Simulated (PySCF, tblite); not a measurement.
# C6H11O radical: geometry, infrared bands and EPR parameters

What infrared bands and EPR parameters should C6H11O radical (`CO[C@H]1[CH]CCC1`) show?

Programs: tblite 0.8.0 and PySCF 2.14.0, with density-fitted response routines of our own. Each step states its level of theory. These are calculated values for one molecule in the gas phase, unless marked as measured. Atoms are numbered from 0 throughout.

## 1. The starting structure

18 atoms, charge 0, multiplicity 2; geometry from: force field or distance geometry start.

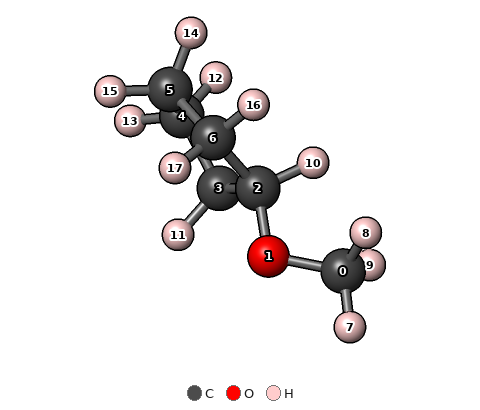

The starting geometry (carbon dark grey, oxygen red, hydrogen pink), atoms numbered; sticks join atoms by distance.

## 2. Geometry optimisation with GFN2-xTB

What the job is given:

```
{"job": {"kind": "relax", "xc": "GFN2-xTB", "basis": "xTB"}, "charge": 0, "multiplicity": 2}
C      2.617600    -0.787800    -0.185400
O      1.438300    -0.575600     0.530700
C      0.425200    -0.207800    -0.304600
C     -0.729300    -1.165300    -0.334300
C     -1.938000    -0.372100    -0.732100
C     -1.638500     1.041900    -0.339100
C     -0.178700     1.147700     0.025400
H      3.427000    -1.082700     0.531600
H      2.952200     0.203200    -0.601600
H      2.430500    -1.543900    -0.962000
H      0.833200    -0.176500    -1.355900
H     -0.854600    -1.599600     0.706300
H     -2.121600    -0.475500    -1.811100
H     -2.846900    -0.770200    -0.246100
H     -1.800600     1.742000    -1.188700
H     -2.295700     1.318300     0.515000
H      0.347100     1.896300    -0.625200
H     -0.076100     1.414000     1.100600
```

Run with:

```
OMP_NUM_THREADS=1 python probes_run.py task.json out
```

The driver reads the jobs from task.json and runs them one after another.

Output:

```text
step      E/eV     max force
  0    -609.93528    2.602
  1    -610.21859    1.240
  2    -610.28743    0.706
  3    -610.36210    0.692
  4    -610.41430    0.467
  5    -610.44783    0.461
  6    -610.47184    0.312
  7    -610.49543    0.303
  8    -610.51155    0.297
  9    -610.52235    0.223
 10    -610.53084    0.193
 11    -610.53831    0.178
 12    -610.54408    0.172
 13    -610.54730    0.119
 14    -610.54913    0.087
 15    -610.55084    0.091
 16    -610.55243    0.097
 17    -610.55386    0.097
 18    -610.55521    0.096
 19    -610.55675    0.091
 20    -610.55870    0.104
 21    -610.56109    0.115
 22    -610.56378    0.138
 23    -610.56696    0.156
 24    -610.57133    0.154
 25    -610.57727    0.205
 26    -610.58428    0.215
 27    -610.59154    0.219
 28    -610.59843    0.216
 29    -610.58596    1.119
 30    -610.60908    0.209
 31    -610.61506    0.190
 32    -610.63177    0.431
 33    -610.63809    0.160
 34    -610.64371    0.193
 35    -610.64882    0.162
 36    -610.65248    0.164
 37    -610.65473    0.154
 38    -610.65777    0.186
 39    -610.66247    0.256
 40    -610.66968    0.146
 41    -610.67290    0.142
 42    -610.67992    0.189
 43    -610.68446    0.327
 44    -610.67961    0.505
 45    -610.69292    0.234
 46    -610.69645    0.219
 47    -610.70386    0.276
 48    -610.70669    0.156
 49    -610.70919    0.156
 50    -610.71379    0.127
 51    -610.71584    0.135
 52    -610.71812    0.117
 53    -610.71982    0.119
 54    -610.72139    0.122
 55    -610.72301    0.124
 56    -610.72492    0.113
 57    -610.72664    0.099
 58    -610.72800    0.097
 59    -610.72914    0.080
 60    -610.73025    0.089
 61    -610.73143    0.106
 62    -610.73256    0.077
 63    -610.73328    0.053
 64    -610.73371    0.048
 65    -610.73411    0.059
 66    -610.73452    0.067
 67    -610.73511    0.072
 68    -610.73591    0.066
 69    -610.73676    0.070
 70    -610.73745    0.079
 71    -610.73801    0.075
 72    -610.73851    0.066
 73    -610.73902    0.059
 74    -610.73956    0.071
 75    -610.74018    0.066
 76    -610.74089    0.074
 77    -610.74183    0.072
 78    -610.74304    0.091
 79    -610.74445    0.091
 80    -610.74586    0.081
 81    -610.74704    0.084
 82    -610.74785    0.069
 83    -610.74829    0.098
 84    -610.74889    0.073
 85    -610.74942    0.049
 86    -610.74993    0.033
 87    -610.75005    0.024
 88    -610.75014    0.020
 89    -610.75020    0.017
 90    -610.75031    0.019
 91    -610.75042    0.025
 92    -610.75052    0.027
 93    -610.75063    0.028
 94    -610.75075    0.032
 95    -610.75092    0.032
 96    -610.75114    0.040
 97    -610.75149    0.056
 98    -610.75214    0.079
 99    -610.75352    0.107
100    -610.75535    0.188
101    -610.75779    0.250
102    -610.76169    0.176
103    -610.76574    0.153
104    -610.76800    0.148
105    -610.75192    0.776
106    -610.77163    0.101
107    -610.77286    0.092
108    -610.77518    0.174
109    -610.77622    0.084
110    -610.77759    0.043
111    -610.77826    0.046
112    -610.77869    0.049
113    -610.77906    0.047
114    -610.77954    0.044
115    -610.77993    0.045
116    -610.78027    0.045
117    -610.78064    0.043
118    -610.78105    0.043
119    -610.78160    0.056
120    -610.78223    0.054
121    -610.78287    0.051
122    -610.78354    0.065
123    -610.78433    0.065
124    -610.78422    0.143
125    -610.78585    0.102
126    -610.78652    0.090
127    -610.78789    0.086
128    -610.78865    0.098
129    -610.78991    0.105
130    -610.79150    0.095
131    -610.79200    0.074
132    -610.79279    0.067
133    -610.79377    0.067
134    -610.79420    0.058
135    -610.79450    0.037
136    -610.79483    0.038
137    -610.79504    0.025
138    -610.79520    0.024
139    -610.79530    0.020
140    -610.79537    0.016
141    -610.79542    0.016
142    -610.79546    0.014
143    -610.79549    0.012
144    -610.79552    0.013
145    -610.79554    0.013
146    -610.79556    0.014
147    -610.79559    0.013
148    -610.79561    0.012
149    -610.79564    0.010
150    -610.79566    0.009
```

Run time: 0.69 s. Hardware: 1 thread of Arm Neoverse V2, shared host.

Relaxation path: (not every step is listed)

| step | energy from step 0 (eV) | largest force (eV/Å) |
| --- | --- | --- |
| 0 | 0.0000 | 2.6025 |
| 1 | -0.2833 | 1.2403 |
| 2 | -0.3521 | 0.7056 |
| 3 | -0.4268 | 0.6921 |
| 4 | -0.4790 | 0.4671 |
| 5 | -0.5125 | 0.4605 |
| 6 | -0.5366 | 0.3124 |
| 7 | -0.5602 | 0.3030 |
| 8 | -0.5763 | 0.2971 |
| 21 | -0.6258 | 0.1153 |
| 34 | -0.7084 | 0.1933 |
| 47 | -0.7686 | 0.2757 |
| 60 | -0.7950 | 0.0890 |
| 73 | -0.8037 | 0.0587 |
| 86 | -0.8146 | 0.0326 |
| 99 | -0.8182 | 0.1070 |
| 112 | -0.8434 | 0.0486 |
| 125 | -0.8506 | 0.1015 |
| 138 | -0.8599 | 0.0244 |
| 145 | -0.8603 | 0.0128 |
| 146 | -0.8603 | 0.0139 |
| 147 | -0.8603 | 0.0127 |
| 148 | -0.8603 | 0.0116 |
| 149 | -0.8604 | 0.0104 |
| 150 | -0.8604 | 0.0088 |

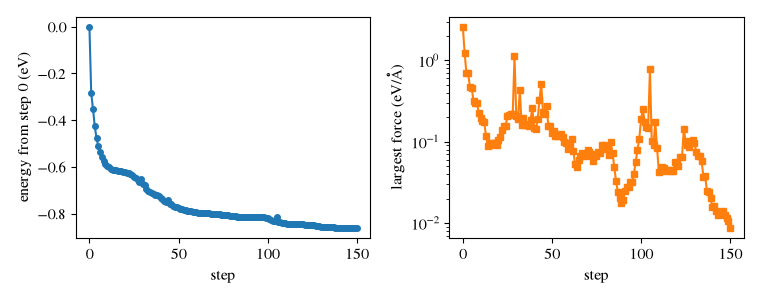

Energy and largest force along the relaxation.

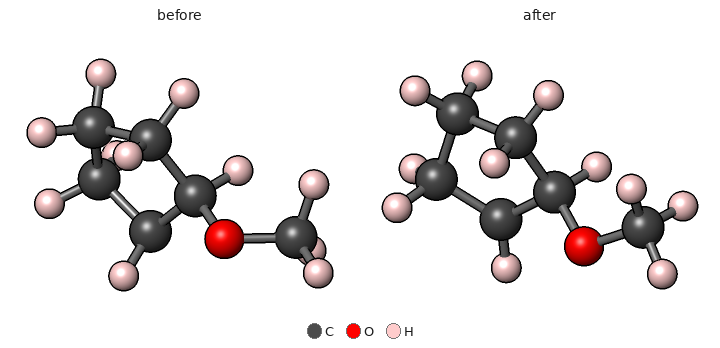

The geometry before (left) and after (right).

Close pairs (by a distance rule), those that changed most:

| bond | before (Å) | after (Å) | change (Å) |
| --- | --- | --- | --- |
| C3–H11 | 1.135 | 1.072 | -0.063 |
| O1–C2 | 1.364 | 1.418 | +0.055 |
| C4–C5 | 1.498 | 1.533 | +0.035 |
| C6–H16 | 1.123 | 1.089 | -0.033 |
| C0–H7 | 1.121 | 1.088 | -0.032 |
| C0–H8 | 1.126 | 1.096 | -0.030 |
| C2–C6 | 1.520 | 1.545 | +0.025 |
| C5–H15 | 1.113 | 1.089 | -0.024 |

The next job starts from the end point, and lists it.

## 3. Infrared spectrum with GFN2-xTB

What the job is given:

```
{"job": {"kind": "ir", "xc": "GFN2-xTB", "basis": "xTB"}, "charge": 0, "multiplicity": 2}
C      2.619308    -0.541437     0.068919
O      1.319416    -1.045702     0.226851
C      0.346549    -0.417595    -0.591873
C     -0.930482    -1.167501    -0.550021
C     -2.085756    -0.280098    -0.300160
C     -1.521112     1.124546    -0.540480
C     -0.051555     1.004774    -0.139218
H      3.265157    -1.156997     0.692261
H      2.693743     0.503401     0.392080
H      2.949858    -0.610349    -0.975890
H      0.749810    -0.378927    -1.626965
H     -0.967287    -2.237939    -0.518857
H     -2.942595    -0.510460    -0.940128
H     -2.434829    -0.379069     0.737954
H     -1.592205     1.372357    -1.600783
H     -2.042766     1.892396     0.028596
H      0.567073     1.782406    -0.585181
H      0.048912     1.052511     0.946477
```

Output:

```text
mode    cm-1     km/mol
  1      88.2      2.47
  2      99.3      2.81
  3     183.3      0.97
  4     207.7      2.00
  5     262.9      7.45
  6     347.4     12.76
  7     417.9      2.70
  8     461.5     11.91
  9     574.1      1.95
 10     639.0      3.48
 11     837.8      7.50
 12     889.5      4.59
 13     897.2     10.38
 14     972.9      1.64
 15     998.5     13.48
 16    1014.8     15.28
 17    1020.2      2.42
 18    1075.9      7.65
 19    1089.2      5.33
 20    1099.5    116.24
 21    1120.0      3.91
 22    1133.6      4.89
 23    1157.5      5.98
 24    1180.8      4.38
 25    1193.6      1.48
 26    1246.4      7.29
 27    1267.8      2.97
 28    1279.7     17.69
 29    1288.9      2.78
 30    1312.1      5.18
 31    1327.2      1.99
 32    1404.3      0.49
 33    1454.5      4.43
 34    1470.0      4.63
 35    1480.1      0.79
 36    1492.4      3.88
 37    1494.4      0.13
 38    2692.5     71.52
 39    2843.0     26.90
 40    2889.2     63.24
 41    2920.5     51.77
 42    2936.6     42.46
 43    2979.7      5.28
 44    2993.6     76.10
 45    3001.8     43.99
 46    3009.7     53.46
 47    3023.4     22.04
 48    3164.3     28.60
```

It took 0.41 s on 1 thread of Arm Neoverse V2, shared host.

Which atoms move in the most intense modes:

| cm⁻¹ | km/mol | atoms |
| --- | --- | --- |
| 1100 | 116.2 | O1 39 %, C0 21 %, C2 18 % |
| 2692 | 71.5 | H10 94 % |
| 2889 | 63.2 | H9 77 %, H8 15 % |
| 2920 | 51.8 | H8 78 %, H9 17 % |
| 2937 | 42.5 | H12 88 % |
| 2994 | 76.1 | H17 59 %, H14 32 % |
| 3002 | 44.0 | H16 78 %, H15 12 % |
| 3010 | 53.5 | H15 76 % |

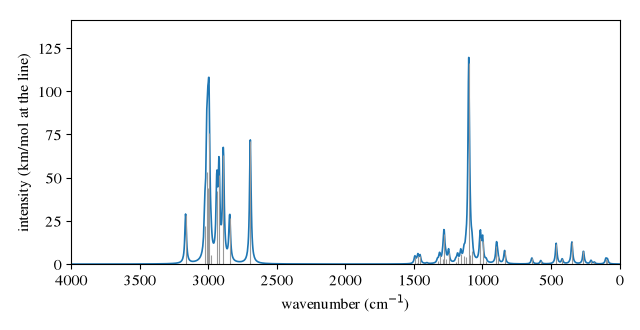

The infrared spectrum from these modes, unscaled. Lines are broadened to a width of 14 cm⁻¹ (Lorentzian).

## 4. EPR parameters: B3LYP/pcH-1

Same as in step 3 but for these lines:

```diff
@@ -1,2 +1,2 @@
-{"job": {"kind": "ir", "xc": "GFN2-xTB", "basis": "xTB"}, "charge": 0, "multiplicity": 2}
+{"job": {"kind": "epr", "basis": "pcH-1"}, "charge": 0, "multiplicity": 2}
 C      2.619308    -0.541437     0.068919
```

With the program's defaults for keys left out, this is: UKS B3LYP, pcH-1 on C H O, non-relativistic, mean-field spin-orbit, GIAO.

Output:

```text
UKS, coarse grid
  cycle   1  E = -310.34251802  |g| = 4.76e-01
  cycle   2  E = -310.23787964  |g| = 7.19e-01
  cycle   3  E = -310.43416355  |g| = 7.80e-02
  cycle   4  E = -310.43582676  |g| = 4.22e-02
  cycle   5  E = -310.43662915  |g| = 6.53e-03
  cycle   6  E = -310.43665057  |g| = 2.40e-03
  cycle   7  E = -310.43665352  |g| = 1.10e-03
  cycle   8  E = -310.43665501  |g| = 2.50e-04
UKS, final grid
  cycle   1  E = -310.43663125  |g| = 2.64e-04
  cycle   2  E = -310.43663123  |g| = 3.33e-04
  cycle   3  E = -310.43663129  |g| = 2.42e-05
  cycle   4  E = -310.43663129  |g| = 1.10e-05
E = -310.43663129 Eh   <S^2> = 0.7539 (exact 0.7500)
g shifts (ppm)      1          2          3
  rmc          -143       -143       -143
  gc             11         30         26
  oz_so         -24        442        671
  total        -156        330        555
hyperfine (MHz)  atom isotope    a_iso     a_fc   dipolar eigenvalues
    0   13C       0.36       0.36     -1.18     -0.82      2.00
    1   17O     -42.27     -42.27     -6.48      2.67      3.81
    2   13C     -28.93     -28.93     -2.09     -0.19      2.28
    3   13C      93.89      93.89    -79.89    -79.71    159.61
    4   13C     -30.56     -30.56     -2.40      0.32      2.08
    5   13C       4.92       4.92     -1.18     -0.95      2.12
    6   13C       8.72       8.72     -1.89     -0.97      2.85
    7    1H      -0.25      -0.25     -1.31     -0.70      2.00
    8    1H      -0.58      -0.58     -1.25     -0.93      2.19
    9    1H      -0.70      -0.70     -1.83     -0.74      2.57
   10    1H     115.27     115.27     -6.51     -2.74      9.25
   11    1H     -61.45     -61.45    -38.04     -0.60     38.64
   12    1H      82.31      82.31     -4.99     -4.16      9.15
   13    1H     147.02     147.02     -5.36     -3.11      8.46
   14    1H      -1.90      -1.90     -3.05     -2.63      5.68
   15    1H       0.66       0.66     -2.00     -1.50      3.50
   16    1H       0.03       0.03     -2.18     -1.62      3.80
   17    1H      -1.42      -1.42     -3.12     -2.22      5.34
```

Run time: 74 s. Hardware: 1 thread of Arm Neoverse V2, shared host; peak memory 1 GiB.

Principal g values 2.00216, 2.00265, 2.00287; g(iso) = 2.00256, against 2.00232 for a free electron.

Mean a(iso) over the nuclei that a row names, and the largest dipolar term of the row (other rows stand at the frozen geometry):

| nuclei | isotope | a(iso) (MHz) | a(iso) (G, at g = 2.0023) | largest dipolar term (MHz) |
| --- | --- | --- | --- | --- |
| H13 | 1H | 147.0 | 52.5 | 8.5 |
| H10 | 1H | 115.3 | 41.1 | 9.2 |
| C3 | 13C | 93.9 | 33.5 | 159.6 |
| H12 | 1H | 82.3 | 29.4 | 9.1 |
| H11 | 1H | -61.5 | -21.9 | 38.6 |
| O1 | 17O | -42.3 | -15.1 | -6.5 |
| C4 | 13C | -30.6 | -10.9 | -2.4 |
| C2 | 13C | -28.9 | -10.3 | 2.3 |
| C6 | 13C | 8.7 | 3.1 | 2.9 |
| C5 | 13C | 4.9 | 1.8 | 2.1 |
| H14 | 1H | -1.9 | -0.7 | 5.7 |
| H17 | 1H | -1.4 | -0.5 | 5.3 |
| H15 | 1H | 0.7 | 0.2 | 3.5 |
| H7, H8, H9 | 1H | -0.5 | -0.2 | 2.6 |

Mulliken spin populations:

C0 0.01; O1 0.01; C2 -0.07; C3 1.02; C4 -0.09; C5 0.00; C6 0.01; H7 0.00; H8 0.00; H9 0.00; H10 0.05; H11 -0.04; H12 0.03; H13 0.06; H14 0.00; H15 0.00; H16 0.00; H17 0.00

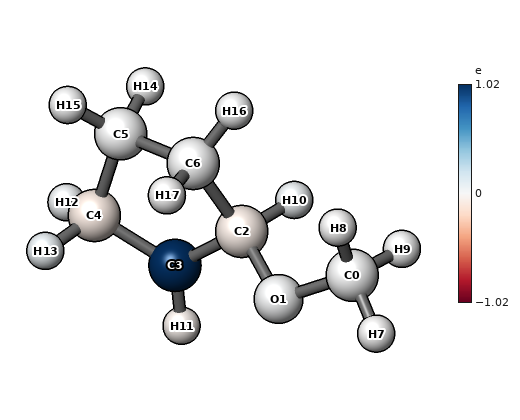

Mulliken spin populations, as colours on the atoms.

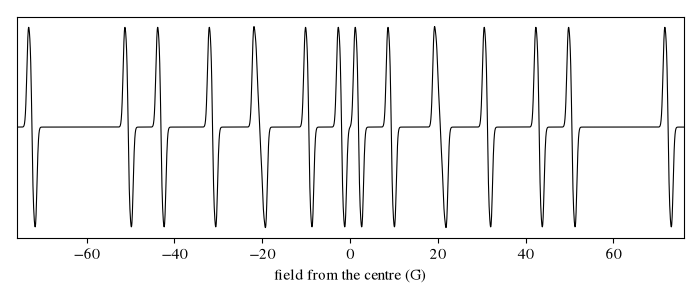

First-order isotropic spectrum (first derivative, main isotopes with spin only, couplings over 0.8 MHz, Gaussian width 0.4 G; couplings of the frozen geometry, rotation of groups not averaged beyond the rows shown).

The fields below are evaluated on a grid from the run's orbitals.

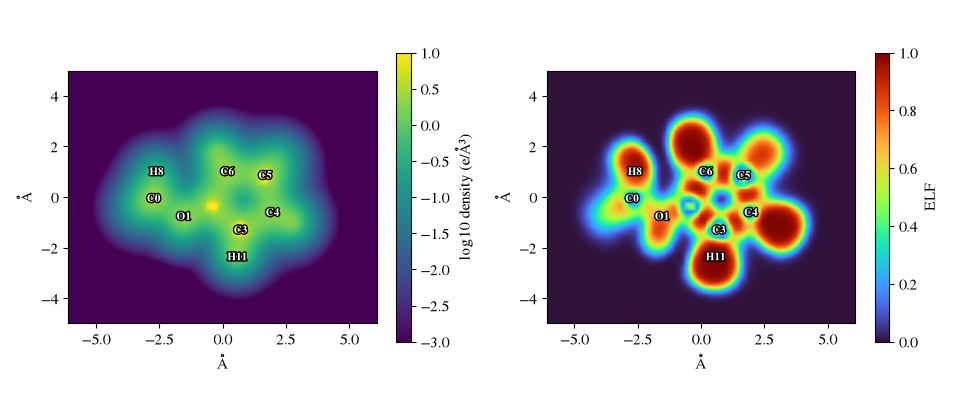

Density (left) and ELF (right) in a plane through or near 8 of the atoms.

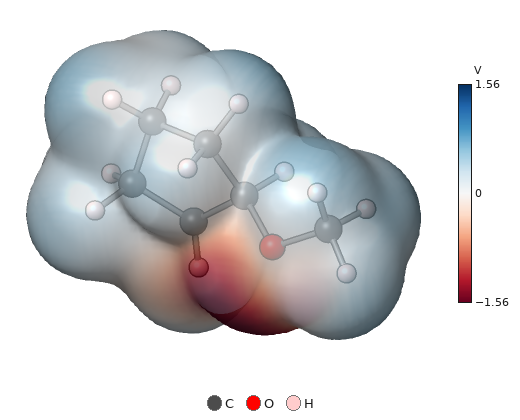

Electrostatic potential on the surface of density 0.002 e/bohr³; red is low, blue high. It runs from -1.56 V near O1 to 0.60 V near H7.

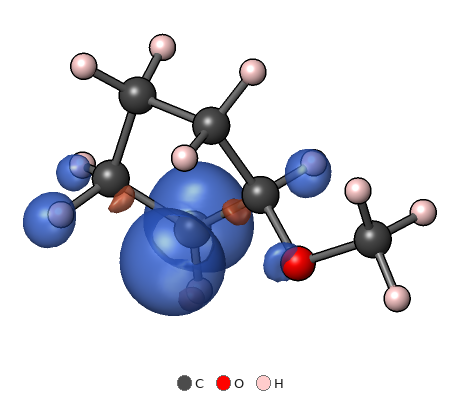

Spin density at ±0.04 e/Å³ (alpha excess blue, beta excess red).

## 5. Results

| quantity | value |
| --- | --- |
| strongest single infrared mode (GFN2-xTB) | 1100 cm⁻¹, 116 km/mol |
| zero-point energy (GFN2-xTB) | 97.1 kcal/mol |
| g(iso) (B3LYP) | 2.00256 |
| ⟨S²⟩ | 0.754 (exact 0.75) |
| largest a(iso) (averaged by class) | 1H on H13, 147.0 MHz |
| surface potential, least and greatest | -1.56 V and 0.60 V |

What this shows: Over 150 steps the energy fell by 0.860 eV; of the close pairs, C3–H11 changed most, 1.135 to 1.072 Å. All 48 modes are real, so the xTB geometry is a minimum. The strongest single mode, at 1100 cm⁻¹, has its largest shares on O1, C0 and C2 (the list is cut at 3 atoms). Unscaled tight-binding wavenumbers are off by several per cent, some by more. Its intensities can rank the bands wrongly. Most of the unpaired spin sits on C3 (1.02 e). The isotropic g lies 0.2 ppt above the free-electron value.
